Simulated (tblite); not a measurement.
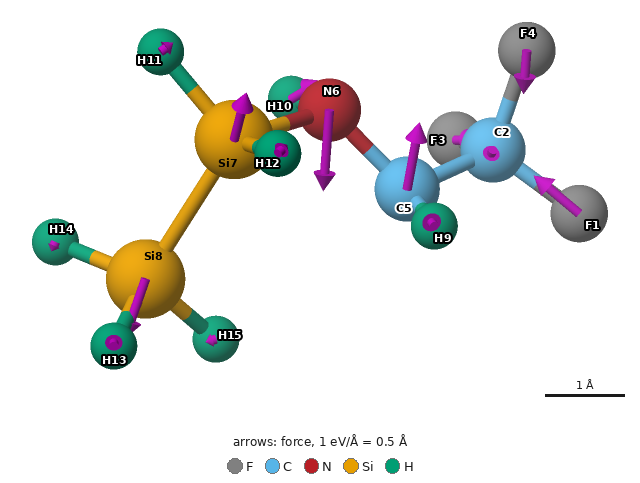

Starting geometry of C$_{2}$H$_{7}$F$_{3}$NSi$_{2}$ (multiplicity 2) with the computed forces as purple arrows. The picture is a ball-and-stick view, seen at a tilt.

Method: GFN2-xTB geometry optimisation, gas phase (tblite). 

Is this structure relaxed? If not, where do the atoms go?

Answer. It isn't relaxed: the largest force vector, on N6, is 2.17 eV/Å. The final displacements follow the starting forces only in part (cosine between the two patterns 0.34). After 99 geometry steps the energy has fallen by 72.9 kJ/mol. The atom that moves furthest after the best rigid fit is H10 (0.83 Å). Largest moves by element: H 0.83 Å, F 0.47 Å, C 0.22 Å, Si 0.19 Å, N 0.10 Å. Some distances before and after: Si7–Si8 2.220 → 2.322 Å, C5–N6 1.431 → 1.364 Å, C2–C5 1.504 → 1.460 Å, F1–C2 1.374 → 1.339 Å. Among the angles between lasting bonds that change: Si7–N6–H10 107.8° → 120.4°, C5–N6–Si7 114.6° → 125.4°, Si8–Si7–H11 107.3° → 117.8°. The run took 1.1 s on 1 thread of Arm Neoverse N1, on a shared host.
